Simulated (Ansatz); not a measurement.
Geometry relaxation of Si2H6O2 (charge +1) (part 3 of 3)

The same run, continued: Si2H6O2, charge +1, multiplicity 2; HF/3-21G, UHF (Ansatz 0.2.0). The starting geometry was optimised with HF/3-21G.

Geometry of the input (Å):
```
O  -0.9841  1.9353  1.0158
Si 0.1388  0.6801  0.9706
Si -0.1735  -0.6678  -0.9582
O  0.9488  -1.9236  -1.0025
H  -1.1399  2.5713  0.3128
H  -0.0892  -0.1284  2.1904
H  1.5422  1.1752  0.9938
H  -1.5771  -1.1622  -0.9818
H  0.0554  0.1403  -2.1781
H  1.1038  -2.5596  -0.2994
```

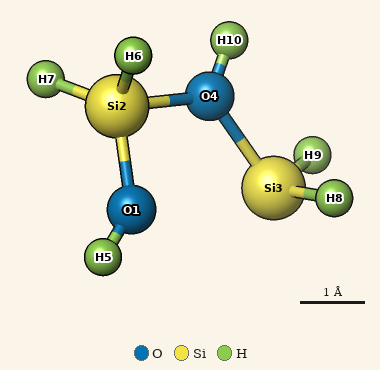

Figure 1. The geometry at step 38 of the log (ball-and-stick view, seen at a tilt; atoms are numbered from 1 in the order of the input).

## Trajectory as extended XYZ, continued
```
10
Properties=species:S:1:pos:R:3:forces:R:3 step=29 energy=-19782.55674
O    -0.7088    1.6982    1.0113   -0.0405   0.1235  -0.7408
Si    0.3911    0.5064    1.1877    0.0636  -0.0694   0.1891
Si   -0.6740   -0.7171   -1.5890   -0.3335   0.3170  -0.1626
O     0.4214   -0.7693   -0.1524   -0.1045  -0.0935  -0.3905
H    -0.7885    2.6310    0.7443    0.1504  -0.7939   0.1177
H    -0.1260   -0.3588    2.2427    0.5214   0.0268   0.1248
H     1.7569    0.9921    0.9763    0.0689  -0.2312   0.4202
H    -1.6440   -1.8233   -1.4644    0.3198  -0.0595  -0.0104
H     0.1416   -0.5582   -2.8164    0.0460  -0.2702   0.3110
H     1.0553   -1.5403   -0.0766   -0.6917   1.0504   0.1415
10
Properties=species:S:1:pos:R:3:forces:R:3 step=30 energy=-19782.87525
O    -0.7187    1.6166    0.9095   -0.0318  -0.5251  -0.4298
Si    0.4100    0.4720    1.1718    0.5042   0.9439   0.9965
Si   -0.7806   -0.6099   -1.6193    0.1896  -0.4223  -0.4293
O     0.3665   -0.6138   -0.2195   -0.3453  -0.7746   0.4248
H    -0.7878    2.5410    0.6771    0.0254   0.1554   0.0091
H     0.0151   -0.3783    2.3000    0.1481  -0.0198  -0.2224
H     1.8050    0.9468    1.1062   -0.1944  -0.1249   0.1402
H    -1.5583   -1.8738   -1.4616    0.1511   0.3384   0.0395
H     0.1744   -0.6125   -2.7520   -0.2296   0.0630   0.0257
H     0.8996   -1.4274   -0.0488   -0.2172   0.3661  -0.5544
10
Properties=species:S:1:pos:R:3:forces:R:3 step=31 energy=-19782.94887
O    -0.7214    1.5513    0.8392    0.1019  -0.0090  -0.2042
Si    0.4527    0.4933    1.2362   -0.4787  -0.0482   0.1518
Si   -0.7827   -0.5897   -1.6456   -0.0222   0.0160   0.4948
O     0.2661   -0.6353   -0.1420    0.9474  -0.3676  -0.3527
H    -0.8182    2.4583    0.5477   -0.0047   0.0965   0.1431
H     0.1132   -0.3652    2.3576   -0.0579   0.0134   0.1401
H     1.8411    0.9479    1.2176    0.0312   0.0775  -0.2187
H    -1.5645   -1.8207   -1.4755   -0.0926  -0.0404  -0.0668
H     0.1461   -0.5833   -2.7918    0.1120   0.0162   0.1288
H     0.8930   -1.3959   -0.0799   -0.5364   0.2455  -0.2162
10
Properties=species:S:1:pos:R:3:forces:R:3 step=32 energy=-19783.01823
O    -0.7099    1.4910    0.6488   -0.2244   1.4494  -0.1334
Si    0.4284    0.4656    1.2146    0.3126  -0.2190   0.1251
Si   -0.7929   -0.5894   -1.5722   -0.1056   0.2803  -0.2690
O     0.3654   -0.6453   -0.1855   -0.3679   0.0790   0.4370
H    -0.8005    2.4704    0.6575   -0.0434  -1.1591  -0.0196
H     0.0363   -0.3182    2.3839   -0.0368  -0.0553  -0.1281
H     1.8045    0.9558    1.2235    0.0561   0.0221  -0.0198
H    -1.6208   -1.8035   -1.4190    0.1357   0.0080   0.0116
H     0.1597   -0.5562   -2.6999   -0.1312  -0.0964  -0.0407
H     0.9549   -1.4097   -0.1882    0.4048  -0.3090   0.0367
10
Properties=species:S:1:pos:R:3:forces:R:3 step=33 energy=-19783.06719
O    -0.6678    1.4605    0.5288    0.3189   0.1285   0.2942
Si    0.4751    0.4708    1.2110   -0.3389   0.0024  -0.3384
Si   -0.7760   -0.5003   -1.5667    0.1676   0.0038   0.1810
O     0.3740   -0.6755   -0.1447   -0.0715   0.0243  -0.1190
H    -0.9685    2.3659    0.6823    0.0346  -0.2701  -0.0325
H     0.0388   -0.2868    2.3794    0.0102   0.0681   0.0597
H     1.8615    0.9361    1.2086   -0.0548   0.0885   0.0263
H    -1.6482   -1.6736   -1.3824   -0.0272  -0.0171  -0.0332
H     0.1767   -0.5839   -2.6893   -0.0255  -0.0340  -0.0475
H     0.9597   -1.4527   -0.1635   -0.0135   0.0057   0.0094
10
Properties=species:S:1:pos:R:3:forces:R:3 step=34 energy=-19783.07565
O    -0.6590    1.4583    0.5210    0.1481   0.1151   0.1590
Si    0.4725    0.4653    1.1975   -0.0898   0.0527   0.0386
Si   -0.7560   -0.4897   -1.5582   -0.0270  -0.0211  -0.0830
O     0.3847   -0.6831   -0.1475    0.0139  -0.0113  -0.0900
H    -0.9898    2.3467    0.6956    0.0076  -0.1661  -0.0404
H     0.0372   -0.2800    2.3735   -0.0028   0.0184   0.0468
H     1.8530    0.9440    1.2093   -0.0153   0.0528  -0.0031
H    -1.6639   -1.6355   -1.3699   -0.0181  -0.0088  -0.0159
H     0.1764   -0.6044   -2.6952    0.0040  -0.0402  -0.0186
H     0.9700   -1.4610   -0.1625   -0.0205   0.0084   0.0066
10
Properties=species:S:1:pos:R:3:forces:R:3 step=35 energy=-19783.08286
O    -0.6519    1.4675    0.5396    0.0497  -0.0125   0.0258
Si    0.4735    0.4664    1.1999   -0.0155   0.0396   0.0172
Si   -0.7438   -0.4912   -1.5800    0.0099  -0.0344  -0.0751
O     0.3896   -0.6751   -0.1591    0.0135  -0.0060  -0.0056
H    -0.9988    2.3417    0.7306   -0.0604   0.0261  -0.0118
H     0.0398   -0.2767    2.3782    0.0135  -0.0429   0.0097
H     1.8467    0.9648    1.2177    0.0184  -0.0191  -0.0145
H    -1.6795   -1.6133   -1.3784   -0.0186   0.0247   0.0229
H     0.1808   -0.6649   -2.7181    0.0107  -0.0115   0.0273
H     0.9688   -1.4585   -0.1669   -0.0213   0.0359   0.0041
10
Properties=species:S:1:pos:R:3:forces:R:3 step=36 energy=-19783.10273
O    -0.6685    1.4616    0.5623   -0.0901   0.0286  -0.0132
Si    0.4751    0.4732    1.1993    0.0792  -0.0936   0.0011
Si   -0.6832   -0.4619   -1.6218    0.0094  -0.1374  -0.1670
O     0.4176   -0.6487   -0.1806    0.0379  -0.0300   0.0252
H    -1.0759    2.3019    0.7836   -0.0364   0.0116  -0.0106
H     0.0694   -0.3186    2.3578    0.0085   0.0088   0.0018
H     1.8378    0.9979    1.2149    0.0157   0.0006   0.0118
H    -1.7546   -1.4452   -1.3489    0.0356   0.1384   0.0368
H     0.2202   -0.8606   -2.7285   -0.0489   0.0314   0.1239
H     0.9874   -1.4391   -0.1745   -0.0107   0.0416  -0.0097
10
Properties=species:S:1:pos:R:3:forces:R:3 step=37 energy=-19783.11622
O    -0.6845    1.4339    0.5635   -0.3250   0.3019  -0.0190
Si    0.4790    0.4656    1.1910    0.1355  -0.0280   0.0783
Si   -0.6284   -0.4408   -1.6559   -0.1703  -0.2961  -0.1725
O     0.4476   -0.6440   -0.1995    0.0786   0.0092   0.0886
H    -1.1466    2.2445    0.8104    0.1261  -0.2488  -0.0861
H     0.0934   -0.3308    2.3523   -0.0003  -0.0557  -0.0156
H     1.8252    1.0325    1.2220    0.0113  -0.0372  -0.0298
H    -1.8279   -1.2663   -1.3007    0.3837   0.2932  -0.1410
H     0.2522   -0.9995   -2.7300   -0.2577   0.0612   0.3144
H     1.0152   -1.4346   -0.1895    0.0182   0.0002  -0.0173
10
Properties=species:S:1:pos:R:3:forces:R:3 step=38 energy=-19783.15133
O    -0.7102    1.3597    0.5286   -0.2263   0.2584  -0.0012
Si    0.4870    0.4553    1.1976    0.1176  -0.1557   0.0067
Si   -0.5849   -0.3856   -1.6458   -0.1832  -0.1726  -0.0745
O     0.4924   -0.6446   -0.1973    0.0992  -0.0088   0.0693
H    -1.2028    2.1578    0.7458    0.0551  -0.1120  -0.0218
H     0.1133   -0.3564    2.3522    0.0007  -0.0051   0.0038
H     1.8143    1.0642    1.2329   -0.0203   0.0201   0.0006
H    -1.8461   -1.0708   -1.2628    0.2117   0.1761  -0.0704
H     0.2046   -1.0827   -2.6909   -0.0610   0.0031   0.1356
H     1.0577   -1.4363   -0.1967    0.0065  -0.0037  -0.0481
10
Properties=species:S:1:pos:R:3:forces:R:3 step=39 energy=-19783.16815
O    -0.7479    1.3511    0.5541    0.2966  -0.3538  -0.0761
Si    0.4821    0.4411    1.1846   -0.1940   0.3388   0.1357
Si   -0.5369   -0.3777   -1.6913    0.0310  -0.2108   0.1374
O     0.5352   -0.6298   -0.2202   -0.2082   0.0541  -0.2071
H    -1.2458    2.1346    0.7940   -0.0330   0.0559   0.0575
H     0.1285   -0.3923    2.3311    0.0135  -0.0442  -0.0429
H     1.7818    1.1062    1.2447   -0.0007  -0.0326  -0.0223
H    -1.8561   -0.8842   -1.2645    0.0847   0.1062  -0.0460
H     0.1783   -1.2718   -2.6315   -0.0515   0.0795   0.0333
H     1.1059   -1.4166   -0.2374    0.0616   0.0069   0.0305
10
Properties=species:S:1:pos:R:3:forces:R:3 step=40 energy=-19783.16934
O    -0.7579    1.2873    0.5186    0.0640   0.0772   0.0313
Si    0.4863    0.4353    1.1921   -0.0559   0.0857   0.0378
Si   -0.5051   -0.3640   -1.6758   -0.1710  -0.1343   0.0046
O     0.5694   -0.6318   -0.2171   -0.0835  -0.0717  -0.1176
H    -1.2893    2.0588    0.7379    0.0507  -0.0810   0.0126
H     0.1390   -0.4170    2.3262    0.0189   0.0080  -0.0068
H     1.7689    1.1339    1.2575   -0.0355  -0.0207   0.0113
H    -1.8804   -0.7038   -1.2275    0.3433  -0.0113  -0.1566
H     0.1376   -1.3307   -2.6081   -0.1417   0.1085   0.1781
H     1.1567   -1.4072   -0.2404    0.0107   0.0395   0.0052
10
Properties=species:S:1:pos:R:3:forces:R:3 step=41 energy=-19783.17099
O    -0.7072    1.3882    0.5241   -0.0710   0.0035   0.0356
Si    0.4562    0.4433    1.1996    0.1853  -0.1765  -0.2236
Si   -0.5349   -0.4192   -1.6908    0.0824   0.1506  -0.0437
O     0.5576   -0.5853   -0.2512    0.1553   0.0083   0.1344
H    -1.2717    2.1156    0.7956   -0.0159   0.0255  -0.0048
H     0.0384   -0.4560    2.2718   -0.0292   0.0928   0.0564
H     1.7886    1.0404    1.3107   -0.1018   0.0001   0.0643
H    -1.8631   -0.7904   -1.2167   -0.2098  -0.0346   0.0943
H     0.1014   -1.4197   -2.5581    0.0578  -0.0802  -0.1230
H     1.2598   -1.2563   -0.3214   -0.0530   0.0106   0.0101
10
Properties=species:S:1:pos:R:3:forces:R:3 step=42 energy=-19783.16073 accepted=F
O    -0.7092    1.3437    0.5128    0.0027  -0.0805  -0.2283
Si    0.4813    0.4161    1.1735   -0.2121   0.4862   0.5325
Si   -0.5286   -0.3927   -1.6677   -0.1497   0.0486  -0.2451
O     0.5885   -0.6191   -0.2505    0.0151  -0.0056   0.0510
H    -1.2749    2.0811    0.7588    0.0879  -0.0796   0.0218
H     0.0340   -0.3975    2.3009    0.1066  -0.1779  -0.0744
H     1.7659    1.0918    1.3390    0.0763  -0.1482  -0.1257
H    -1.8633   -0.7701   -1.1836    0.0242  -0.0156   0.0161
H     0.0847   -1.3616   -2.5978    0.0133  -0.0116   0.0192
H     1.2470   -1.3309   -0.3220    0.0358  -0.0157   0.0327
10
Properties=species:S:1:pos:R:3:forces:R:3 step=43 energy=-19783.18013
O    -0.7127    1.3650    0.5174   -0.0216  -0.0202  -0.0351
Si    0.4660    0.4355    1.1931    0.0238   0.0049   0.0022
Si   -0.5337   -0.4032   -1.6870    0.0363   0.0079   0.0350
O     0.5734   -0.5947   -0.2466   -0.0302  -0.0142  -0.0436
H    -1.2735    2.1010    0.7741    0.0122  -0.0029   0.0126
H     0.0461   -0.4354    2.2878   -0.0002   0.0127   0.0056
H     1.7805    1.0588    1.3200   -0.0075   0.0027   0.0115
H    -1.8672   -0.7811   -1.2026   -0.0142   0.0019   0.0158
H     0.0962   -1.3949   -2.5810    0.0061   0.0072  -0.0108
H     1.2502   -1.2904   -0.3116   -0.0046  -0.0001   0.0068
10
Properties=species:S:1:pos:R:3:forces:R:3 step=44 energy=-19783.18098
O    -0.7186    1.3463    0.5103   -0.0042   0.0068  -0.0329
Si    0.4714    0.4350    1.1928   -0.0122  -0.0245   0.0244
Si   -0.5314   -0.3898   -1.6781   -0.0406  -0.0199   0.0037
O     0.5682   -0.6080   -0.2385    0.0300   0.0174   0.0051
H    -1.2754    2.0890    0.7563    0.0070   0.0008   0.0183
H     0.0614   -0.4238    2.3006    0.0051   0.0045   0.0009
H     1.7810    1.0694    1.3089    0.0022   0.0096  -0.0039
H    -1.8668   -0.7782   -1.1997    0.0317   0.0049  -0.0267
H     0.1053   -1.3614   -2.5913   -0.0119   0.0087   0.0092
H     1.2302   -1.3180   -0.2979   -0.0069  -0.0082   0.0019
10
Properties=species:S:1:pos:R:3:forces:R:3 step=45 energy=-19783.18127
O    -0.7186    1.3456    0.5089   -0.0081  -0.0014  -0.0066
Si    0.4728    0.4359    1.1931    0.0006   0.0057  -0.0037
Si   -0.5311   -0.3889   -1.6780   -0.0002   0.0119  -0.0042
O     0.5678   -0.6088   -0.2368    0.0001  -0.0060  -0.0016
H    -1.2758    2.0865    0.7604    0.0084  -0.0042   0.0077
H     0.0677   -0.4213    2.3037   -0.0024  -0.0003   0.0023
H     1.7806    1.0751    1.3050    0.0021   0.0026   0.0010
H    -1.8662   -0.7804   -1.2075   -0.0009  -0.0041  -0.0008
H     0.1071   -1.3556   -2.5940    0.0008  -0.0032   0.0053
H     1.2208   -1.3277   -0.2914   -0.0004  -0.0009   0.0007
10
Properties=species:S:1:pos:R:3:forces:R:3 step=46 energy=-19783.18126 accepted=F
O    -0.7208    1.3454    0.5106   -0.0018   0.0040  -0.0053
Si    0.4756    0.4391    1.1907    0.0049  -0.0159   0.0170
Si   -0.5249   -0.3855   -1.6828   -0.0137  -0.0113   0.0091
O     0.5643   -0.6116   -0.2353   -0.0040   0.0163  -0.0045
H    -1.2844    2.0772    0.7741    0.0006   0.0036  -0.0042
H     0.0769   -0.4148    2.3066    0.0016   0.0002  -0.0019
H     1.7833    1.0801    1.2954   -0.0037   0.0029  -0.0049
H    -1.8651   -0.7706   -1.2202    0.0020   0.0058  -0.0043
H     0.1124   -1.3600   -2.5910    0.0035   0.0039  -0.0050
H     1.2080   -1.3387   -0.2846    0.0107  -0.0095   0.0042
10
Properties=species:S:1:pos:R:3:forces:R:3 step=47 energy=-19783.18133
O    -0.7196    1.3446    0.5091   -0.0055  -0.0016  -0.0044
Si    0.4742    0.4367    1.1923    0.0007   0.0025   0.0006
Si   -0.5297   -0.3866   -1.6791    0.0028  -0.0010  -0.0009
O     0.5662   -0.6105   -0.2359   -0.0009   0.0005   0.0024
H    -1.2776    2.0834    0.7647    0.0041  -0.0009   0.0028
H     0.0719   -0.4186    2.3055    0.0000  -0.0007   0.0001
H     1.7812    1.0782    1.3008    0.0012  -0.0001   0.0000
H    -1.8663   -0.7787   -1.2130   -0.0016   0.0003   0.0006
H     0.1102   -1.3544   -2.5928    0.0000   0.0002  -0.0011
H     1.2146   -1.3336   -0.2883   -0.0010   0.0008  -0.0001
```

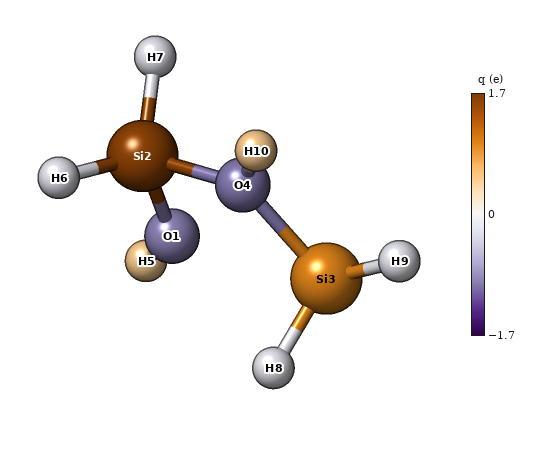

Figure 2. Mulliken charges, as the colour of each atom (ball-and-stick view, seen at a tilt; atoms are numbered from 1 in the order of the input; Mulliken charges depend strongly on the basis). By element: O −0.96 to −0.91, Si +0.98 to +1.58 and H −0.19 to +0.50 e.

## Summary

```tsv
quantity	value
outcome	converged
total energy	−727.018504 hartree
basis functions	56
largest force	0.007 eV/Å
⟨S²⟩	0.751
SCF solution under orbital rotations	stable
wall time	42 s
peak memory	0.14 GiB
```
